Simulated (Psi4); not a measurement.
**CClF2 (chlorodifluoromethyl radical) at 4 levels**

Aim: a comparison of 4 runs (UHF/3-21G, UB3LYP/6-31G*, U-wB97X/6-31+G*, ULC-wPBE/aug-cc-pVTZ-DK) of CClF2 (chlorodifluoromethyl radical). 

Program for the calculation: Psi4 1.11.

### 1 The system as given

CClF2 has 4 atoms, charge 0, and is taken as a doublet. As SMILES, `F[C](F)Cl`. The shape is that of a PBE0-D4/def2-TZVP optimisation.

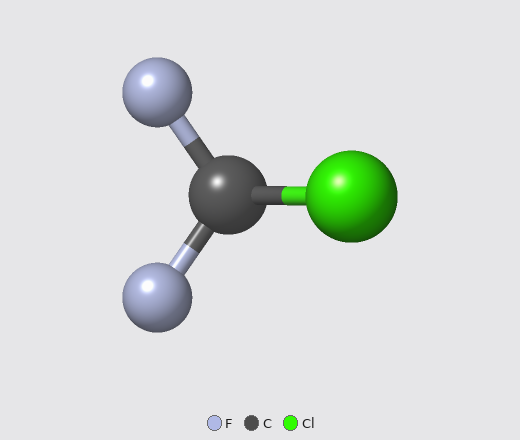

Viewed from a chosen angle; fluorine light blue, carbon dark grey, chlorine green.

### 2 Energy and gradient at UHF/3-21G (run 1)

The input, job.json:

```json
{
  "schema_name": "qcschema_input",
  "schema_version": 1,
  "molecule": {
    "schema_name": "qcschema_molecule",
    "schema_version": 2,
    "symbols": ["F", "C", "F", "Cl"],
    "geometry": [0.04951082, 0.31993063, 2.44643944, -0.43577084, -0.35942591, 0.10658055, 1.08281307, -2.19340511, -0.60206674, -0.59148428, 2.11876093, -1.98931469],
    "molecular_charge": 0,
    "molecular_multiplicity": 2,
    "fix_symmetry": "c1"
  },
  "driver": "gradient",
  "model": {
    "method": "hf",
    "basis": "3-21G"
  },
  "keywords": {
    "reference": "uhf",
    "puream": true,
    "e_convergence": 1e-09,
    "d_convergence": 1e-08,
    "scf_type": "pk",
    "maxiter": 200,
    "scf_properties": ["MAYER_INDICES", "QUADRUPOLE", "LOWDIN_CHARGES"]
  }
}
```

On the command line:

```
$ psi4 --qcschema job.json -n 1 --memory 1600MB
```

stdout:

```text
[...]
  Running in c1 symmetry.
[...]
  Nuclear repulsion =  158.060087713314061
[...]
  Multiplicity = 2
[...]
  Nalpha       = 21
  Nbeta        = 20
[...]
    Number of basis functions: 40
[...]
   @UHF iter   1:  -692.58313335220055   -2.76622e-01   1.01193e-02 DIIS/ADIIS
[...]
   @UHF iter  15:  -692.67540400240728    2.27374e-13   4.36421e-09 DIIS
[...]
   @S^2 Observed:                7.556975351E-01
[...]
  @UHF Final Energy:  -692.67540400240728
   => Energetics <=
    Nuclear Repulsion Energy =            158.0600877133140614
    One-Electron Energy =               -1274.0116476269627128
    Two-Electron Energy =                 423.2761559112413465
    Total Energy =                       -692.6754040024072765
  UHF NO Occupations:
  HONO-2 :   19  A 1.9992898
  HONO-1 :   20  A 1.9989384
[...]
  -Total Gradient:
     Atom            X                  Y                   Z
    ------   -----------------  -----------------  -----------------
       1       -0.001808689031    -0.008357818222    -0.022233155064
       2        0.011765993824     0.024772299047    -0.016458472136
       3       -0.012591357776     0.017852956968     0.009546813883
       4        0.002634052985    -0.034267437808     0.029144813321
[...]
```

The result, in JSON:

```text
{
 "driver": "gradient",
 "model": {
  "method": "hf",
  "basis": "3-21G"
 },
 "success": true,
 "return_result": [-0.0018086890309480241, -0.008357818221524232, -0.022233155064472043, 0.011765993823939447, 0.0247722990465246, -0.016458472135768287, -0.01259135777641443, 0.017852956968040457, 0.009546813882832211, 0.0026340529850806677, -0.03426743780809215, 0.029144813321356725],
 "properties": {
  "calcinfo_nbasis": 40,
  "calcinfo_nmo": 40,
  "calcinfo_nalpha": 21,
  "calcinfo_nbeta": 20,
  "calcinfo_natom": 4,
  "nuclear_repulsion_energy": 158.06008771331406,
  "return_energy": -692.6754040024073,
  "return_gradient": [-0.0018086890309480241, -0.008357818221524232, -0.022233155064472043, 0.011765993823939447, 0.0247722990465246, -0.016458472135768287, -0.01259135777641443, 0.017852956968040457, 0.009546813882832211, 0.0026340529850806677, -0.03426743780809215, 0.029144813321356725],
  "scf_one_electron_energy": -1274.0116476269627,
  "scf_two_electron_energy": 423.27615591124135,
  "scf_dipole_moment": [-0.2228924720026203, -0.01766808504191908, -0.061032537749234894],
  "scf_total_energy": -692.6754040024073,
  "scf_total_gradient": [-0.0018086890309480241, -0.008357818221524232, -0.022233155064472043, 0.011765993823939447, 0.0247722990465246, -0.016458472135768287, -0.01259135777641443, 0.017852956968040457, 0.009546813882832211, 0.0026340529850806677, -0.03426743780809215, 0.029144813321356725],
  "scf_iterations": 15
 }
}
```

Run time: 2.1 s. Hardware: 1 thread of Intel Xeon 6975P-C (Granite Rapids), shared host; peak memory 0.18 GiB.

### 3 Energy and forces at UB3LYP/6-31G(d) (Cartesian functions) (run 2)

The input, cclf2.xyz:

```xyz
4
CClF2
F      0.026200     0.169300     1.294600
C     -0.230600    -0.190200     0.056400
F      0.573000    -1.160700    -0.318600
Cl    -0.313000     1.121200    -1.052700
```

The input, cclf2.py:

```python
import psi4

psi4.set_memory('1600 MB')
psi4.set_num_threads(1)
psi4.core.set_output_file('psi4.out', False)

with open('cclf2.xyz') as f:
    atoms = ''.join(f.readlines()[2:])
molecule = psi4.geometry('0 2\n' + atoms + 'symmetry c1\nno_reorient\nno_com')

psi4.set_options({
    'reference': 'uks',
    'puream': False,
    'e_convergence': 1e-09,
    'd_convergence': 1e-08,
    'scf_type': 'pk',
    'dft_radial_points': 99,
    'dft_spherical_points': 590,
    'maxiter': 200,
})

energy_value, wavefunction = psi4.gradient("b3lyp/6-31G*", molecule=molecule, return_wfn=True)
print('gradient / Eh bohr^-1')
print(energy_value.np.round(6))
print(f'energy = {wavefunction.energy():.10f} Eh')
for k, v in sorted(psi4.core.scalar_variables().items()):
    print(f'{k:45s} {v:18.10f}')
```

On the command line:

```
$ python cclf2.py
```

psi4.out:

```text
[...]
  Running in c1 symmetry.
[...]
  Nuclear repulsion =  158.060087509734188
[...]
  Multiplicity = 2
[...]
  Nalpha       = 21
  Nbeta        = 20
[...]
    Number of basis functions: 64
[...]
   @UKS iter   1:  -697.86767470252880   -7.40914e-02   5.11989e-03 ADIIS/DIIS
[...]
   @UKS iter  13:  -697.90367264495660   -9.09495e-13   4.22646e-09 DIIS
[...]
   @S^2 Observed:                7.519039992E-01
[...]
  @UKS Final Energy:  -697.90367264495660
   => Energetics <=
    Nuclear Repulsion Energy =            158.0600875097341884
    One-Electron Energy =               -1278.9791229581319385
    Two-Electron Energy =                 467.0479513365871753
    DFT Exchange-Correlation Energy =     -44.0325885331459901
    Empirical Dispersion Energy =           0.0000000000000000
    VV10 Nonlocal Energy =                  0.0000000000000000
    Total Energy =                       -697.9036726449566004
[...]
  -Total Gradient:
     Atom            X                  Y                   Z
    ------   -----------------  -----------------  -----------------
       1       -0.002264782548    -0.004413323919    -0.012065575478
       2        0.009804997970     0.007837492170    -0.003156429615
       3       -0.007916916215     0.009321746187     0.004585413702
       4        0.000400158924    -0.012740476117     0.010640062090
[...]
```

Standard output:

```text
gradient / Eh bohr^-1
[[-0.002265 -0.004413 -0.012066]
 [ 0.009805  0.007837 -0.003156]
 [-0.007917  0.009322  0.004585]
 [ 0.0004   -0.01274   0.01064 ]]
energy = -697.9036726450 Eh
CURRENT ENERGY                                   -697.9036726450
CURRENT REFERENCE ENERGY                         -697.9036726450
DD SOLVATION ENERGY                                 0.0000000000
DFT FUNCTIONAL TOTAL ENERGY                      -697.9036726450
DFT TOTAL ENERGY                                 -697.9036726450
DFT VV10 ENERGY                                     0.0000000000
DFT XC ENERGY                                     -44.0325885331
GRID ELECTRONS ALPHA                               21.0000000311
GRID ELECTRONS BETA                                20.0000000360
GRID ELECTRONS TOTAL                               41.0000000672
NUCLEAR REPULSION ENERGY                          158.0600875097
ONE-ELECTRON ENERGY                             -1278.9791229581
PCM POLARIZATION ENERGY                             0.0000000000
PE ENERGY                                           0.0000000000
SCF ITERATION ENERGY                             -697.9036726450
SCF ITERATIONS                                     13.0000000000
SCF TOTAL ENERGY                                 -697.9036726450
TWO-ELECTRON ENERGY                               467.0479513366
XC GRID RADIAL POINTS                              99.0000000000
XC GRID SPHERICAL POINTS                          590.0000000000
XC GRID TOTAL POINTS                           219697.0000000000
```

Wall time 11 s (1 thread of Intel Xeon 6975P-C (Granite Rapids), shared host); peak memory 0.59 GiB.

Run 3 isn't shown in full; the table further down has it.

### 4 Energy and one-electron properties at ULC-wPBE/aug-cc-pVTZ-DK (density fitting) (run 4)

The input, calc.py:

```python
import psi4

psi4.set_memory('1600 MB')
psi4.set_num_threads(1)
psi4.set_output_file('cclf2.out', False)

mol = psi4.geometry("""
0 2
F      0.026200     0.169300     1.294600
C     -0.230600    -0.190200     0.056400
F      0.573000    -1.160700    -0.318600
Cl    -0.313000     1.121200    -1.052700
units angstrom
symmetry c1
""")

options = {'reference': 'uks'}
psi4.set_options(options)

E, wfn = psi4.energy("lc-wpbe/aug-cc-pVTZ-DK", return_wfn=True)
psi4.oeprop(wfn, "MULLIKEN_CHARGES", "MBIS_CHARGES", "NO_OCCUPATIONS", "MAYER_INDICES", "QUADRUPOLE")
print('E =', round(E, 9))
for k, v in sorted(psi4.core.scalar_variables().items()):
    print(f'{k:45s} {v:18.10f}')
```

On the command line:

```
$ python calc.py
```

cclf2.out:

```text
[...]
  Running in c1 symmetry.
[...]
  Nuclear repulsion =  158.060087509734217
[...]
  Multiplicity = 2
[...]
  Nalpha       = 21
  Nbeta        = 20
[...]
    Number of basis functions: 188
[...]
   @DF-UKS iter   1:  -697.28119453968884   -2.42660e-01   2.21681e-03 DIIS/ADIIS
[...]
   @DF-UKS iter   9:  -697.33741758784447   -1.53970e-07   3.80036e-07 DIIS
[...]
   @S^2 Observed:                7.533798225E-01
[...]
  @DF-UKS Final Energy:  -697.33741758784447
   => Energetics <=
    Nuclear Repulsion Energy =            158.0600875097342168
    One-Electron Energy =               -1278.4704416374061111
    Two-Electron Energy =                 468.8777212473721079
    DFT Exchange-Correlation Energy =     -45.8047847075448260
    Empirical Dispersion Energy =           0.0000000000000000
    VV10 Nonlocal Energy =                  0.0000000000000000
    Total Energy =                       -697.3374175878444703
[...]
 Multipole Moments:
 ------------------------------------------------------------------------------------
     Multipole            Electronic (a.u.)      Nuclear  (a.u.)        Total (a.u.)
 ------------------------------------------------------------------------------------
 L = 1.  Multiply by 2.5417464519 to convert [e a0] to [Debye]
 Dipole X            :          0.2720199           -0.3555241           -0.0835042
 Dipole Y            :         -0.4292420            0.5054493            0.0762074
 Dipole Z            :          0.4460521           -0.5372316           -0.0911795
 Magnitude           :                                                    0.1452385
 L = 2.  Multiply by 1.3450342976 to convert [e a0^2] to [Debye ang]
 Quadrupole XX       :        -38.2174820           17.5145096          -20.7029724
 Quadrupole XY       :         40.8603547          -40.5742010            0.2861537
[...]
```

Standard output:

```text
E = -697.337417588
CURRENT ENERGY                                   -697.3374175878
CURRENT REFERENCE ENERGY                         -697.3374175878
DD SOLVATION ENERGY                                 0.0000000000
DFT FUNCTIONAL TOTAL ENERGY                      -697.3374175878
DFT TOTAL ENERGY                                 -697.3374175878
DFT VV10 ENERGY                                     0.0000000000
DFT XC ENERGY                                     -45.8047847075
GRID ELECTRONS ALPHA                               21.0000027635
GRID ELECTRONS BETA                                20.0000024969
GRID ELECTRONS TOTAL                               41.0000052604
NUCLEAR REPULSION ENERGY                          158.0600875097
ONE-ELECTRON ENERGY                             -1278.4704416374
PCM POLARIZATION ENERGY                             0.0000000000
PE ENERGY                                           0.0000000000
SCF ITERATION ENERGY                             -697.3374175878
SCF ITERATIONS                                      9.0000000000
SCF TOTAL ENERGY                                 -697.3374175878
TWO-ELECTRON ENERGY                               468.8777212474
XC GRID RADIAL POINTS                              75.0000000000
XC GRID SPHERICAL POINTS                          302.0000000000
XC GRID TOTAL POINTS                            88214.0000000000
```

Run time: 16 s. Hardware: 1 thread of Intel Xeon 6975P-C (Granite Rapids), shared host; peak memory 1 GiB.

Atomic charges (e):

```tsv
atom	MBIS	Mulliken
F1	-0.138	-0.164
C2	+0.389	+0.461
F3	-0.138	-0.164
Cl4	-0.112	-0.133
```

### 5 All runs side by side

```tsv
run	level	Cartesian functions	integration grid	energy (Eh)	dipole moment (D)	HOMO energy (eV)	LUMO energy (eV)	wall time
1	UHF/3-21G	no	–	-692.675404	0.59	-11.73	2.58	2.1 s
2	UB3LYP/6-31G* (Cartesian functions)	yes	99 radial × 590 angular	-697.903673	0.09	-6.63	-2.33	11 s
3	U-wB97X/6-31+G* (spherical functions)	no	99 radial × 590 angular	-697.852147	0.41	-9.85	-0.40	13 s
4	ULC-wPBE/aug-cc-pVTZ-DK (density fitting)	no	75 radial × 302 angular	-697.337418	0.37	-10.24	0.01	16 s
```

### 6 Summary of results

```
                                 quantity          value
                      run 4: total energy  -697.33742 Eh
                     run 4: dipole moment         0.37 D
run 4: HOMO energy (highest over α and β)      -10.24 eV
 run 4: LUMO energy (lowest over α and β)        0.01 eV
                              run 4: ⟨S²⟩          0.753
```

**Reading.** The dipole moment (its size) runs from 0.09 D (UB3LYP/6-31G*) to 0.59 D (UHF/3-21G). The two ends differ in method and basis. Totals of different functionals can't be ranked against each other. In run 4 relativity is left out where basis or elements ask for it. All runs together took 42 s, the longest 16 s.
